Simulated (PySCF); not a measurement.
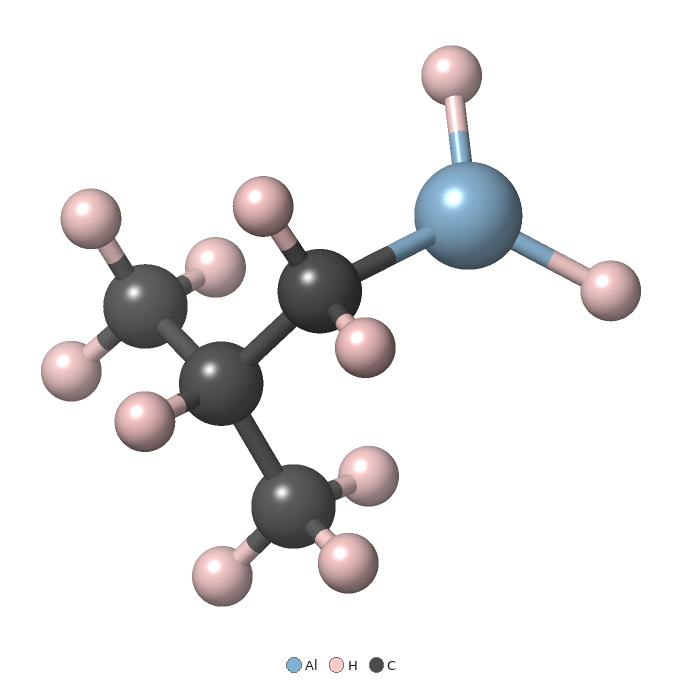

Rendered structure (ball-and-stick style).

The computed structure is the end point of a PBE0-D3(BJ)/def2-SVP optimisation. No frequency run is at hand to confirm it as a minimum.

What does the picture show?

Formula C4H11Al. As SMILES it reads `CC(C)[CH2][AlH2]`. Coordination: 1 Al trigonal planar; 4 C tetrahedral.

More results for the same structure follow; atom numbers are the same in all pictures, views and colours differ.

## NMR shielding

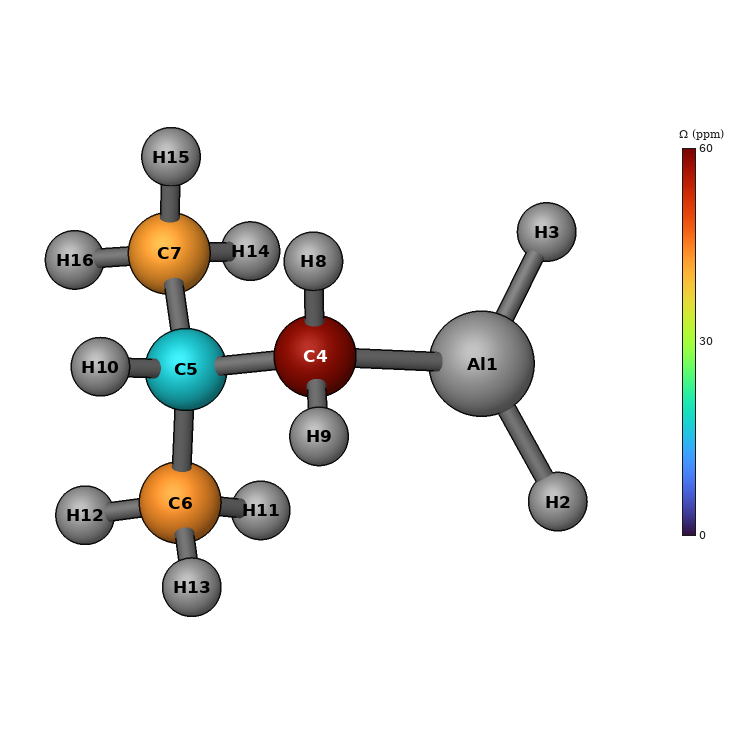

The C atoms are coloured by the span of their shielding tensor. No frequency run is at hand to confirm it as a minimum. Method: GIAO B3LYP/pcSseg-1 (pcSseg-2 on Al) NMR shielding, non-relativistic, gas phase (PySCF 2.14.0). Principal shieldings σ11 ≤ σ22 ≤ σ33, span Ω = σ33 − σ11, skew κ = 3(σiso − σ22)/Ω.

Which C atom has the most anisotropic shielding?

C4, with a span of 58 ppm.

Give the shielding tensors of the C atoms.

```
atom    σ11    σ22    σ33   σiso     Ω      κ
  C4  126.3  143.9  184.2  151.4  57.9   0.39
  C5  135.3  147.4  152.2  145.0  16.9  −0.43
  C6  131.5  135.2  175.0  147.3  43.5   0.83
  C7  133.1  134.9  175.5  147.8  42.4   0.91
```

Shieldings and span in ppm.

## Bond orders

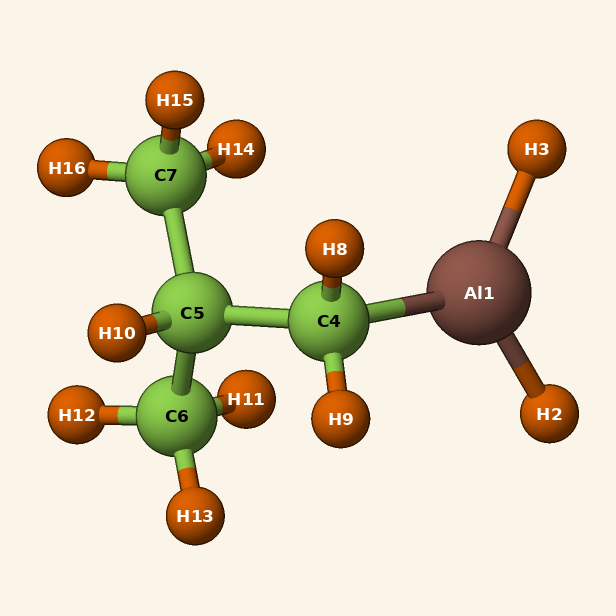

Every bond is drawn as one stick. No frequency run is at hand to confirm it as a minimum. Computed with PBE0/pcSseg-1 (pcSseg-2 on Al) (PySCF 2.14.0).

Which bond between heavy atoms has the lowest Mayer bond order?

Al1–C4, 0.88, at 1.976 Å.

List the Mayer bond orders of Al1–C4, C4–C5, C5–C6, C5–C7 (bonds between heavy atoms, one of each equivalent set). Atoms whose distances differ by more than 0.02 Å in this geometry are listed apart.

| bond | Mayer order | length (Å) |
| --- | --- | --- |
| Al1–C4 | 0.88 | 1.976 |
| C4–C5 | 1.03 | 1.538 |
| C5–C6 | 1.02 | 1.525 |
| C5–C7 | 1.02 | 1.525 |

## Dipole moment

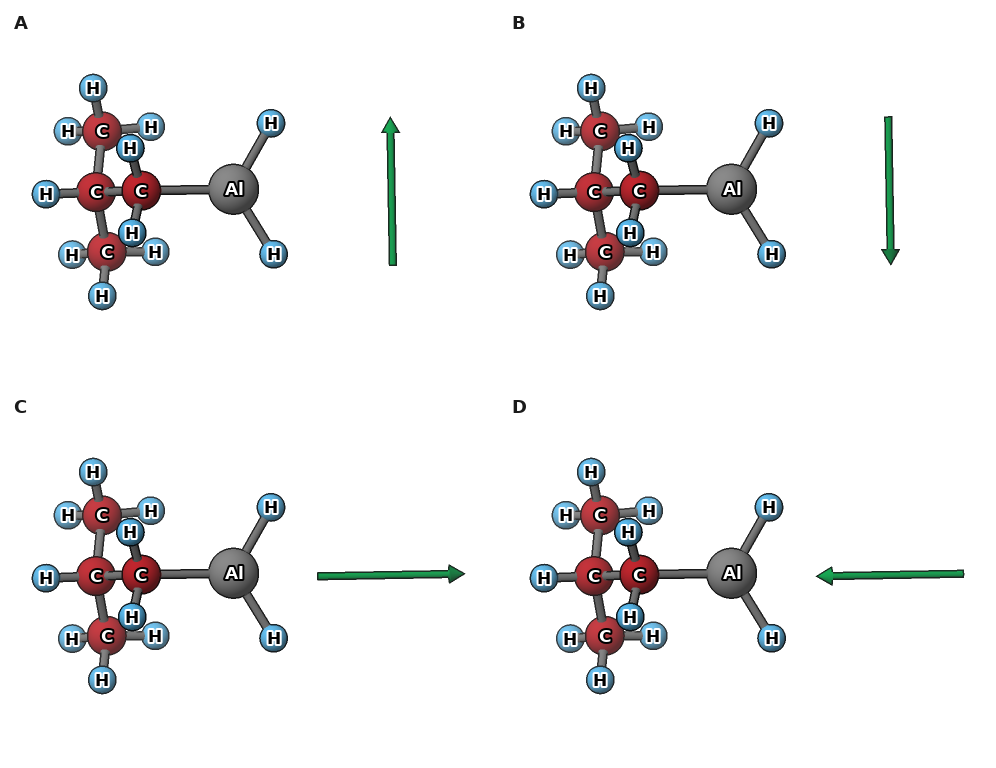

The same molecule four times, each with an arrow. No frequency run is at hand to confirm it as a minimum. Properties computed with B3LYP/pcSseg-1 (pcSseg-2 on Al), gas phase (PySCF 2.14.0).

Which arrow points along the dipole moment, from the negative to the positive end?

D. The dipole moment is 1.10 D.

## Polarisability

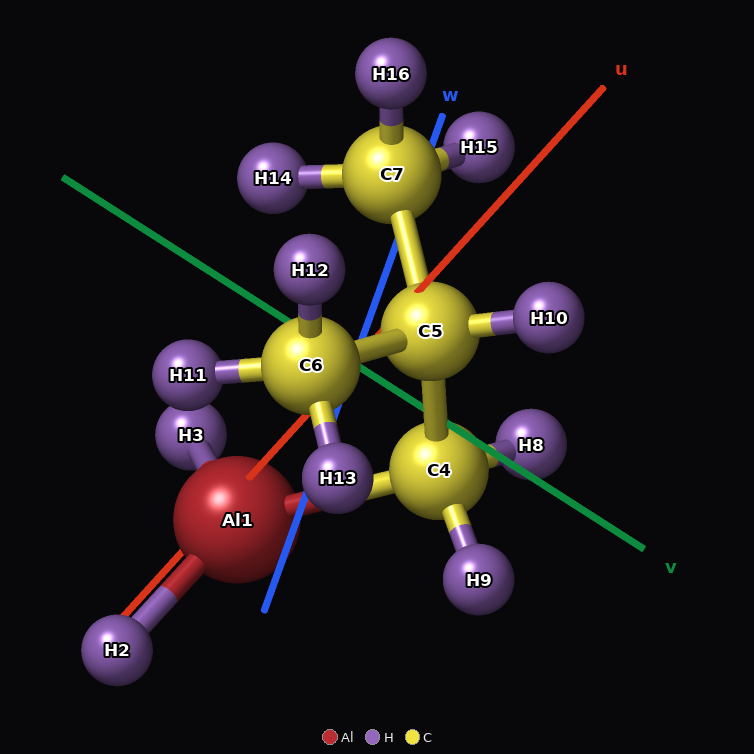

The lines u, v and w are the principal axes of the static dipole polarisability. No frequency run is at hand to confirm it as a minimum. Computed with CAM-B3LYP/def2-SVPD (PySCF 2.14.0).

Along which axis is the molecule most polarisable, and along which least?

Most along u, least along v.

Give the three principal values.

u 86.0, v 71.4, w 78.1 bohr³; mean 78.5, anisotropy 12.7 bohr³.
